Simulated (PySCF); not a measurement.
Atomic calculation for Re

Re, configuration 1s2 2s2 2p6 3s2 3p6 3d10 4s2 4p6 4d10 4f14 5s2 5p6 5d4 6s2 6p1, multiplicity 6. Computed at this level: unrestricted LDA, x2c-TZVPPall, spin-free X2C-1e, Gaussian nucleus (PySCF).

## Input
```python
from pyscf import gto, scf, dft, mp, cc
import basis_set_exchange as bse
mol = gto.M(atom="Re 0 0 0", charge=0, spin=5, symmetry="D2h",
            basis=gto.basis.parse(bse.get_basis("x2c-TZVPPall", elements=["Re"], fmt="nwchem")),
            nucmod="G")
mf = dft.UKS(mol, xc="LDA,VWN").sfx2c1e()
mf.irrep_nelec = {'Ag': (11, 10), 'B1g': (3, 2), 'B2g': (3, 2), 'B3g': (3, 2), 'Au': (1, 1), 'B1u': (7, 6), 'B2u': (6, 6), 'B3u': (6, 6)}
mf.kernel()
```

The script is an equivalent of what the driver set up; the driver started from orbitals of its own, so the log can be shorter than this script's would be, and it computed the properties (radii, ⟨L²⟩, response) afterwards. It held the occupations shell by shell, which the script's counts by irreducible representation don't always enforce.

Hardware: 1 CPU thread, shared host.

## Output (extracts)
```
damping factor = 0
level_shift factor = 0
DIIS = <class 'pyscf.scf.diis.CDIIS'>
diis_start_cycle = 1
diis_space = 10
diis_damp = 0
SCF conv_tol = 1e-09
SCF conv_tol_grad = None
number electrons alpha = 40  beta = 35
XC functionals = LDA,VWN
    P. A. M. Dirac.,  Math. Proc. Cambridge Philos. Soc. 26, 376 (1930)
    F. Bloch.,  Z. Phys. 57, 545 (1929)
    S. H. Vosko, L. Wilk, and M. Nusair.,  Can. J. Phys. 58, 1200 (1980)
cycle= 1 E= -16682.7387152316  delta_E= -0.0375  |g|= 0.338  |ddm|= 0.725
cycle= 2 E= -16682.7358805565  delta_E= 0.00283  |g|= 0.362  |ddm|= 0.278
cycle= 3 E= -16682.7466692209  delta_E= -0.0108  |g|= 0.0222  |ddm|= 0.198
cycle= 4 E= -16682.7468108359  delta_E= -0.000142  |g|= 0.000699  |ddm|= 0.0403
cycle= 5 E= -16682.7468101507  delta_E= 6.85e-07  |g|= 0.000309  |ddm|= 0.00574
cycle= 6 E= -16682.7468095363  delta_E= 6.14e-07  |g|= 0.000327  |ddm|= 0.00633
cycle= 7 E= -16682.7468089758  delta_E= 5.61e-07  |g|= 0.0001  |ddm|= 0.0094
cycle= 8 E= -16682.7468088925  delta_E= 8.33e-08  |g|= 2.18e-05  |ddm|= 0.00561
cycle= 9 E= -16682.7468088874  delta_E= 5.14e-09  |g|= 5.83e-05  |ddm|= 0.000433
cycle= 10 E= -16682.7468088927  delta_E= -5.32e-09  |g|= 3.35e-06  |ddm|= 0.000515
cycle= 11 E= -16682.7468088927  delta_E= -3.64e-12  |g|= 4.03e-06  |ddm|= 9.62e-05
converged SCF energy = -16682.7468088927  <S^2> = 8.7549985  2S+1 = 6.0016659
```

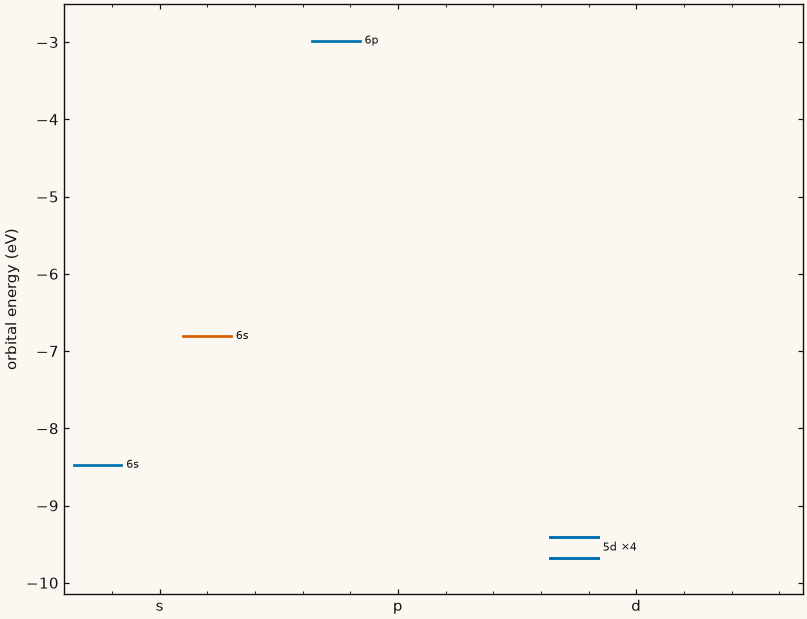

Orbital energies of the mean field, from the top down to −9.67 eV, by angular momentum, α spin at the left of each column and β at the right; ×n counts the orbitals under one label. Empty levels that the record names by l alone aren't drawn. The highest filled orbital is 6p α at −2.98 eV, the lowest empty one d α at −9.63 eV.

## Summary

| quantity | value |
| --- | --- |
| outcome | converged |
| total energy | −16682.7468 hartree |
| ⟨S²⟩ | 8.755 |
| ⟨L²⟩ | 8.00 |
| SCF iterations | 11 |
| CPU time | 1.4 s (integrals apart) |

## Remarks

The driver held the occupations shell by shell, and empty d levels lie below the filled 6p. The script shown fixes the counts by irreducible representation only, so by itself it can fall to another configuration. This is not the ground configuration of the species. ⟨L²⟩ departs from that of the intended term, so the determinant mixes terms.
